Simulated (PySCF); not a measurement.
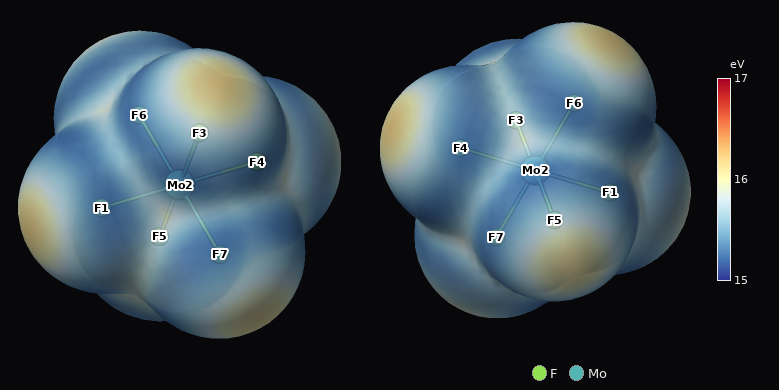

Figure. F$_{6}$Mo, SMILES `F[Mo](F)(F)(F)(F)F`. Average local ionisation energy on the surface of electron density 0.001 a.u. (back view left, front view right).

Computed with PySCF, B3LYP/def2-SVPD, geometry: GFN2-xTB. Core potentials replace the inner electrons of Mo; spin–orbit coupling isn't included. This is a single-reference result, which may miss multireference character in this system. No frequency check shows the geometry to be a minimum. GFN2-xTB bond lengths at metals and heavier atoms can be off by up to 0.1 Å and shapes distorted, which carries into these values.

Input script:

```python
import numpy as np
from pyscf import gto, scf, dft
from pyscf.scf import atom_ks, atom_hf
from scipy.linalg import block_diag

def solve(mol, dm0=None, hcore=None):
    mf = (dft.UKS if mol.spin else dft.RKS)(mol, xc='b3lyp')
    mf.grids.level = 3
    mf = mf.density_fit(auxbasis='def2-universal-jkfit')
    mf.conv_tol, mf.max_cycle = 1e-8, 80
    if hcore is not None:
        mf.get_hcore = lambda *args: hcore
    mf.kernel(dm0)
    if not mf.converged:
        mf = mf.newton().run(mf.mo_coeff, mf.mo_occ, max_cycle=30)
    assert mf.converged, 'SCF not converged'
    return mf

mol = gto.M(atom='''
F      1.08322    -0.65769    -1.18743
Mo    -0.00002     0.00000    -0.00001
F     -1.11570     0.43410    -1.25798
F     -1.08316     0.65767     1.18744
F      1.11567    -0.43405     1.25810
F      0.77331     1.54751    -0.15182
F     -0.77326    -1.54754     0.15171
''', basis='def2-svpd', ecp={'Mo': 'def2-svpd'}, charge=0, spin=0, verbose=4)
mf = solve(mol)
mf.analyze()
# spherically averaged free atoms, for the promolecule
atom_ks.AtomSphAverageRKS.init_guess_by_vsap = lambda self, mol=None: self.init_guess_by_minao(mol)  # core potentials
atm = atom_ks.get_atm_nrks(mol, xc='b3lyp')
pro = block_diag(*[(atm[a[0]][2] * atm[a[0]][3]) @ atm[a[0]][2].T for a in mol._atom])
np.savez('result.npz', e=mf.e_tot, c=mf.mo_coeff, occ=mf.mo_occ, eps=mf.mo_energy, pro=pro, dip=mf.dip_moment(verbose=0), s2=mf.spin_square()[0])
```

Command:

```sh
OMP_NUM_THREADS=1 python input.py
```

The run took 13 s on 1 thread of Intel(R) Xeon(R) 6975P-C (Granite Rapids), on a shared host, peak memory 0.67 GiB.

Partitions, critical points and surface values were worked out afterwards from this run's density.

**Locate the minima of the map.**

The lowest value is 15.2 eV, 1.7 Å from F4, and at like points elsewhere. For comparison, the highest occupied orbital lies at −12.5 eV.

**What volume does the surface enclose, and what is the dipole moment?**

About 96 Å³; the dipole moment is 0.0 D.
